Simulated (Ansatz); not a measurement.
# NaCuS2: relaxing a made-up structure, part 2 of 2

This structure for NaCuS2 is made up. Its elements were placed in a known structure type with a cell scaled to their sizes. What cell does the guess relax to, and how far off was it?

Ansatz 0.2.0; DFT, PBEsol, plane-wave PAW, files of the set soft_1, scalar-relativistic, ferromagnetic start, cell and ions relaxed at zero pressure; PAW set soft_1 (the session's first sound run).

So far: The structure; Relaxing cell and atoms. The relaxed cell has a, b, c = 4.637, 12.282, 6.541 Å (conventional setting).

**3. Electronic structure of the relaxed cell**

With the geometry fixed, one more self-consistent run, with a narrower smearing and the mesh shown in its input, gives the bands, and its pressure, and its forces where symmetry allows any, show how far the geometry depends on these settings.

This step: DFT, PBEsol, plane-wave PAW, files of the set soft_1, scalar-relativistic, no spin, bands and density of states at the relaxed cell; PAW set soft_1 (Ansatz 0.2.0).

File input.yaml:

```yaml
crystal:
  lattice:
    - [2.3185411861, -6.1408912312, 0.0]
    - [2.3185411861, 6.1408912312, 0.0]
    - [0.0, 0.0, 6.5407875426]
  atoms:
    - { symbol: Cu, position: [0.0031466462, 0.9968533538, 0.75] }
    - { symbol: Cu, position: [0.9968533538, 0.0031466462, 0.25] }
    - { symbol: S, position: [0.8821635185, 0.1178364815, 0.9951233063] }
    - { symbol: S, position: [0.1178364815, 0.8821635185, 0.0048766937] }
    - { symbol: S, position: [0.8821635185, 0.1178364815, 0.5048766937] }
    - { symbol: S, position: [0.1178364815, 0.8821635185, 0.4951233063] }
    - { symbol: Na, position: [0.3178961118, 0.6821038882, 0.75] }
    - { symbol: Na, position: [0.6821038882, 0.3178961118, 0.25] }
kpoints:
  mp_grid: { grid: [8, 8, 6] }
  band_path:
    path:
      - [[0.0, 0.0, 0.0], [0.28563747, 0.28563747, 0.0], [0.0, 0.5, 0.0], [0.0, 0.5, 0.5], [0.28563747, 0.28563747, 0.5], [0.0, 0.0, 0.5], [0.0, 0.0, 0.0], [-0.5, 0.5, 0.0], [-0.28563747, 0.71436253, 0.0], [-0.28563747, 0.71436253, 0.5], [-0.5, 0.5, 0.5], [-0.5, 0.5, 0.0]]
      - [[0.0, 0.0, 0.5], [-0.5, 0.5, 0.5]]
    npoints: 6
scf:
  occupations: { method: fermi_dirac, width: 0.03 }
  n_extra_bands: 12
hamiltonian:
  xc: pbesol
  pseudopotentials: { kind: paw, azcp: { folder: soft_1 }, xc_functional: pbe }
output:
  forces: true
  stress: true
  write_bands: true
  dos: { projected: true }
  write_density: true
  write_potential: true
  elf: true
  volumetric_format: npy
```

Started as:

```
> ansatz run input.yaml --threads 4 --pin off --max-ram 10240MiB --backend cpu --events-out ev --progress --plain --runs-dir out
```

Numbers of over 12 decimals in the logs are rounded to 6 here.

The program printed:

```text
[...]
Crystal: 8 atoms, lattice volume = 186.254 Å³
Basis set: ecut = 420 eV, 3615 PW (Γ), exchange–correlation on 90×90×90 points (8 copies of the dense FFT grid, shifted against one another)
Bands: 52, of which v1, the nominal top of the filled ones, is band 40 counted from 1 (39 counted from 0)
Symmetry: 8 space group operations
[...]
k-points: 84 of 384
[...]
SCF iter   1: F=—  HF=-19675.777154 eV  |F-HF|=—  |Δ(HF+E_count)|=         —  Δρ=1.29e-1  dr2=2.32e1  ethr=3.10e-3  ⟨swp⟩=7.8  Hψ=19343  notcnv=0  defer=57
[...]
SCF iter  10: F=-19672.519864 eV  HF=-19672.519864 eV  |F-HF|=1.39e-8  |Δ(HF+E_count)|=   2.18e-7  Δρ=6.35e-6  dr2=6.21e-8  ethr=1.25e-10  ⟨swp⟩=19.6  Hψ=36466  notcnv=0
SCF 1 converged in 10 iterations: F = -19672.519864 eV  dr2 = 6.21e-8
[...]
NSCF: frozen V_eff on 74 k-points
SCF converged after 10 iterations
Free energy (F): -19672.519864 eV
[...]
Internal energy: -19672.519633 eV  (E = F + TS)
E sigma→0 (E₀):  -19672.519748 eV
Entropy (-TS):   -0.000231 eV (-0.029 meV/atom)
Fermi energy:    3.741844 eV
[...]
--- Forces (eV/Å), atoms counted from 1 ---
  atom   1  Cu     0.00000000    -0.00022326     0.00000000
  atom   2  Cu     0.00000000     0.00022326     0.00000000
  atom   3  S      0.00000000    -0.00166851    -0.00161552
  atom   4  S     -0.00000000     0.00166851     0.00161552
  atom   5  S      0.00000000    -0.00166851     0.00161552
  atom   6  S     -0.00000000     0.00166851    -0.00161552
  atom   7  Na     0.00000000     0.00146617     0.00000000
  atom   8  Na     0.00000000    -0.00146617     0.00000000
  max |Σ_I F_I| component: 0.00e0 eV/Å
--- Stress (GPa, compression-positive) ---
        0.008322       0.000000       0.000000
        0.000000      -0.006127       0.000000
        0.000000       0.000000      -0.047846
  P = ⅓ Tr σ = -0.0152 GPa (-0.152 kbar)
--- Band table (eV; the first three rows and the last of 84) ---
  k-point 0: bands = [... 36 lower, 3.0933, 3.1380, 3.4184, 3.6542, 5.4923, 5.7043, 6.9839, 7.3606, ... 8 higher]
  k-point 1: bands = [... 36 lower, 3.0993, 3.1360, 3.4371, 3.5041, 5.3314, 5.3700, 7.1939, 7.5790, ... 8 higher]
  k-point 2: bands = [... 36 lower, 3.0959, 3.1133, 3.1622, 3.2759, 4.7649, 5.0710, 7.6334, 8.2024, ... 8 higher]
  k-point 83: bands = [... 36 lower, 2.4120, 2.4120, 3.5060, 3.5060, 3.8173, 3.8173, 8.3504, 8.3504, ... 8 higher]
```

It took 17 s on 4 threads of Arm Neoverse V2, shared host; peak memory 0.87 GiB.

The column dr2 measures how far the density is from self-consistency, as an energy; F and HF (Harris–Foulkes) agree once it is small.

This step gave:

- free energy: -19672.5199 eV
- energy at zero smearing: -19672.5197 eV
- Fermi energy: 3.742 eV
- gap by band count: 0.1630 eV
- pressure: -0.01522 GPa

From bands.tsv. Electronic bands along the path, in eV, zero at the valence top; v1 is the highest filled band, c1 the lowest empty one:

```csv
point,v4,v3,v2,v1,c1,c2,c3,c4
Γ,-0.56,-0.52,-0.24,0.00,1.84,2.05,3.33,3.71
X,-0.77,-0.72,-0.52,-0.33,1.43,1.99,3.20,4.43
S,-0.77,-0.75,-0.73,-0.57,1.50,2.00,3.23,4.46
R,-1.22,-1.22,-0.73,-0.73,0.70,0.70,4.66,4.66
A,-1.42,-1.42,-0.73,-0.73,0.68,0.68,4.59,4.59
Z,-1.00,-1.00,-0.53,-0.53,1.11,1.11,4.50,4.50
Γ,-0.56,-0.52,-0.24,0.00,1.84,2.05,3.33,3.71
Y,-0.73,-0.29,-0.20,-0.12,1.07,1.93,4.03,4.90
X1,-0.77,-0.72,-0.52,-0.33,1.43,1.99,3.20,4.43
A1,-1.42,-1.42,-0.73,-0.73,0.68,0.68,4.59,4.59
T,-1.24,-1.24,-0.15,-0.15,0.16,0.16,4.70,4.70
Y,-0.73,-0.29,-0.20,-0.12,1.07,1.93,4.03,4.90
jump to Z,-1.00,-1.00,-0.53,-0.53,1.11,1.11,4.50,4.50
T,-1.24,-1.24,-0.15,-0.15,0.16,0.16,4.70,4.70
```

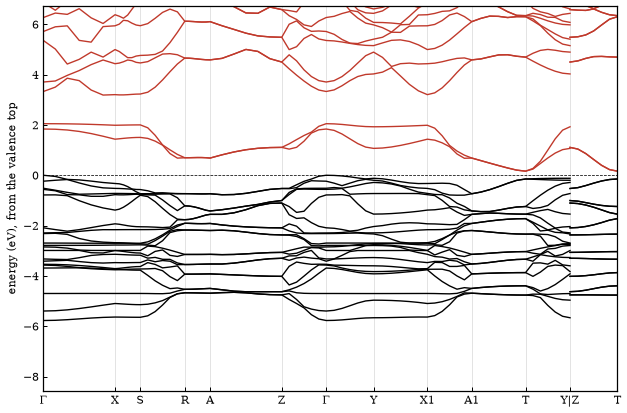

Electronic bands along the path; lines of filled and empty bands in two colours.

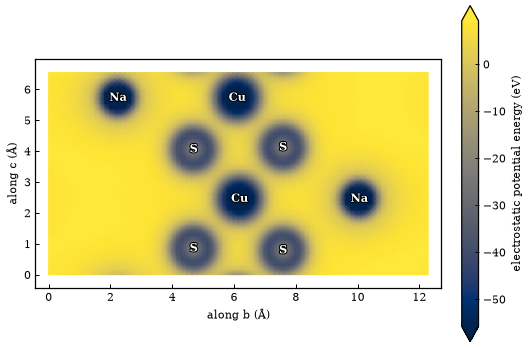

Electrostatic potential energy in the bc plane of the conventional cell at fractional x = 0.500, with atoms of Cu and S and Na within 0.2 Å of it. With pseudopotentials it is smooth inside the atoms' cores, unlike the true potential. The map starts off the cell's origin, so that atoms lie inside it.

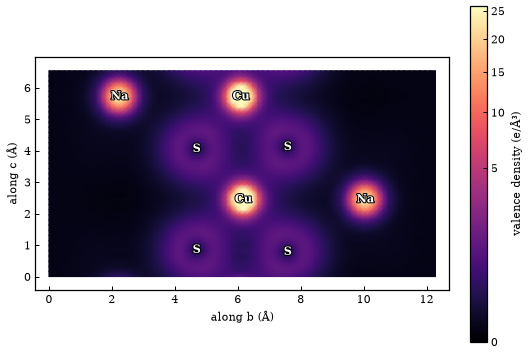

Valence density in the bc plane of the conventional cell at fractional x = 0.500, with atoms of Cu and S and Na within 0.2 Å of it. It is the smooth field of the valence electrons, not physical close to the nuclei. The map starts off the cell's origin, so that atoms lie inside it. The colour scale is stretched toward low values.

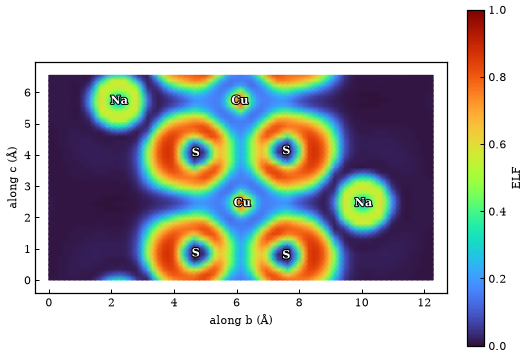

ELF in the bc plane of the conventional cell at fractional x = 0.500, with atoms of Cu and S and Na within 0.2 Å of it. It is the smooth field of the valence electrons, not physical close to the nuclei. The map starts off the cell's origin, so that atoms lie inside it.

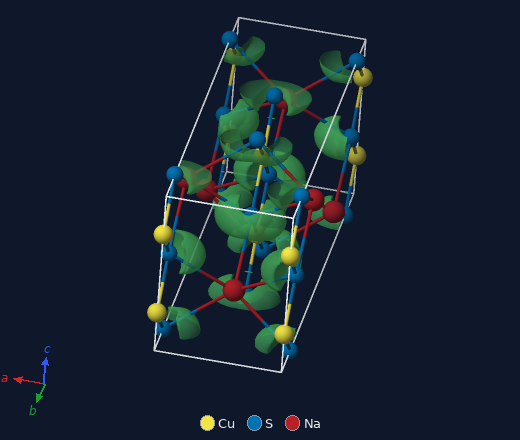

Surface of ELF = 0.84.

On this path the gap is indirect, 0.16 eV, with the valence top at Γ and the conduction bottom at T. The least direct gap is 0.31 eV.

**4. Results**

```json
{"space group, relaxed": "Cmcm", "conventional cell": "a = 4.637, b = 12.282, c = 6.541 Å; α = 90.0°, β = 90.0°, γ = 90.0°", "volume per atom": "23.28 Å³ (guess 20.93)", "total moment": "0.00 μB in the cell of 8 atoms"}
```

In words: NaCuS2 relaxes to Cmcm with a = 4.637, b = 12.282 and c = 6.541 Å. The guessed volume was 10 % too small. The space group Cmcm was held in the relaxation, so the end point is a stationary structure within it and may be a saddle against distortions or other arrangements. The moments died out from this one start and weren't seeded again at the relaxed cell. It has an indirect Kohn–Sham gap of 0.16 eV, which semilocal functionals understate. On the 8×8×6 mesh with the narrower smearing (relaxed on 7×7×5) the largest force component is 0.002 eV/Å and the largest stress component is 0.048 GPa, within the relaxation's thresholds of 0.015 eV/Å and 0.05 GPa. The cutoff wasn't tested. No dispersion term is used, so weakly bound directions may come out too long. Nothing here tests whether the compound is stable against decomposition.

[Logs are printed without paths, hosts, clocks, repeated set-up lines and the standing remarks that a program may print on its own settings, such as how far it seeks lower states.]

[Hosts, paths, dates, database ids (printed as entryN), source tags and the programs' standing remarks are cut or masked in the printed files.]
